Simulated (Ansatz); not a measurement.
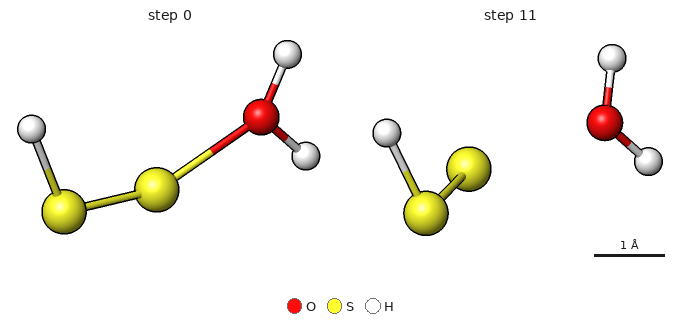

The structure of H3S2O (charge +1) before (left) and after (right) a relaxation, at one scale.

A ball-and-stick model, seen at a tilt.

It is one of the separated reactants of a reaction.

These are results of RKS PBE-D4/def2-SVP (Ansatz 0.2.0), not measurements.

The input:
```yaml
crystal:
  periodic: [false, false, false]
  atoms:
    - {symbol: O, position_ang: [-1.168458, 0.327695, -0.466818]}
    - {symbol: S, position_ang: [0.349333, -0.708391, -0.043875]}
    - {symbol: S, position_ang: [1.919061, -0.853005, 0.520181]}
    - {symbol: H, position_ang: [-1.825105, -0.239090, -1.094534]}
    - {symbol: H, position_ang: [-1.640319, 1.158791, -0.252988]}
    - {symbol: H, position_ang: [2.365488, 0.314001, 1.338035]}
basis:
  gaussian: {orbitals: def2-SVP}
total_charge: 1
hamiltonian: {xc: pbe, dispersion: d4}
relax: {f_tol: 0.03, max_steps: 250}
```

Command:
```bash
ansatz run in.yaml --threads 2 --pin off --events-out ev --progress --plain --max-ram 4352MiB
```

Q: Describe what moved and what it gained.

A: Over 8 accepted moves (11 points after the start) the energy falls by 384.5 kJ/mol. Largest force component: 14 eV/Å at the start, 0.011 eV/Å at the end. The line search rejected the trial steps at points 6, 8, 10 of the run. The atom that moves furthest after the best rigid fit is S2 (0.77 Å). By element the largest moves are S 0.77 Å, H 0.37 Å, O 0.25 Å. Some distances before and after: S2–S3 1.674 → 1.956 Å, O1–S2 1.886 → 2.096 Å, S3–H6 1.493 → 1.385 Å, O1–H4 1.071 → 0.987 Å. Bond angles that change, for instance: S2–S3–H6 113.4° → 101.1°.
